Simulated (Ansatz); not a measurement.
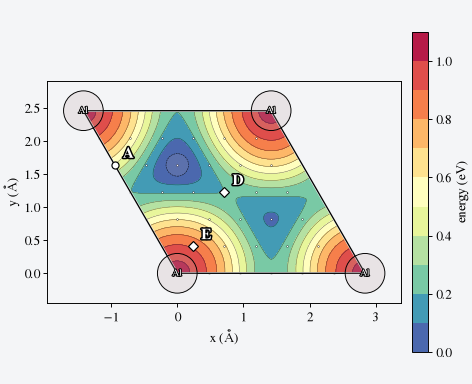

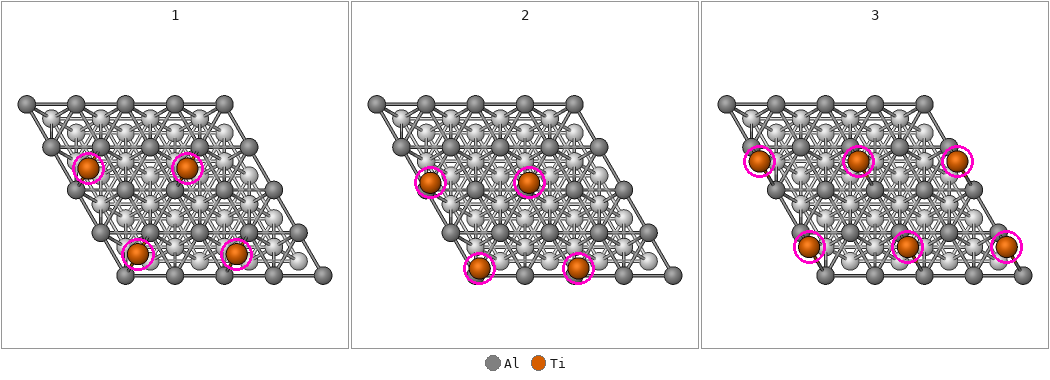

Ti on an Al(111) slab cut from the Fm-3m phase, its upper half relaxed before the scan (12 atoms of substrate and one adsorbate in a 2 × 2 cell). Ti is moved over the surface cell; relaxed at each place: the height of the adsorbate's atoms; substrate rigid; the origin of the map has the adsorbate above Al9. Places are given modulo a cell vector. The map is drawn in real space over the plane of the surface. The grid has 6 × 6 points; 10 points were computed and 26 follow by symmetry. Places are given in fractions of the 1 × 1 surface cell. Energies: eV, counted from the lowest grid point. The electronic state followed may not be the lowest one. The calculation used DFT PBEsol, scalar-relativistic, plane waves, PAW in Ansatz. Settings: cutoff 420 eV, k-mesh 6×6×1, gaussian smearing 0.1 eV, spin-polarised.

The picture shows filled contours, dots at the grid points, labelled circles for the atoms of the top layer and small ones for the second layer, the outline of one cell of the plane, lettered points. Between grid points the surface is interpolated. The numbered pictures are the structures at these points, in random order. Rings mark the moved atoms.

Which structure belongs to which point?

A is structure 3: (0/6, 4/6) of the cell vectors [nearest 1 Al at 2.38 Å], 0.49 eV; D is structure 1: a bridge site between two Al atoms, (3/6, 3/6) of the cell vectors, 0.20 eV; E is structure 2: (1/6, 1/6) of the cell vectors [nearest 1 Al at 2.40 Å], 0.88 eV.

PAW datasets: the set soft_1.
